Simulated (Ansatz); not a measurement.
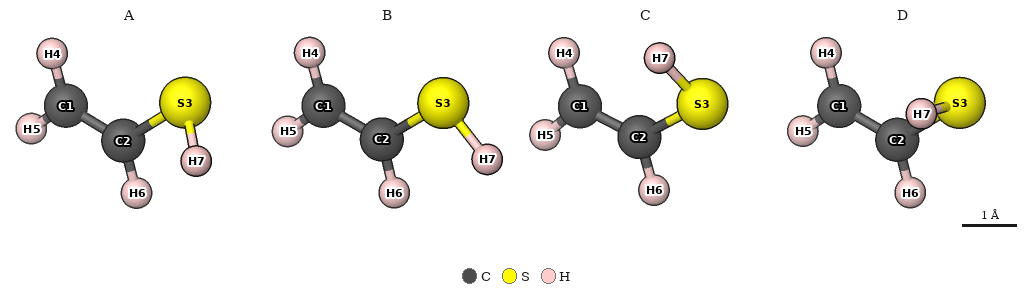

4 geometries from a converged minimum-energy path of C$_{2}$H$_{4}$S, shuffled. Style: ball-and-stick. Shown at a tilt.

Computed with RKS PBE0/def2-SVP in Ansatz 0.2.0. Run with 7 movable images; climbing image; force threshold 0.05 eV/Å; iteration limit 60; starting path by image-dependent pair potential.

Which frame is the top of the path?

Answer. D. In order along the path, whose images run from 0 to 8: B (image 0, 0.000 eV), A (image 2, +0.021 eV), D (image 5, +0.131 eV), C (image 7, +0.014 eV). The motion is a rotation about the C2–S3 bond by about 180°. No bond forms or breaks between the ends.

Cost: 2.2 min on 1 thread of Arm Neoverse N1, with other jobs on the host, peak memory 0.14 GiB.
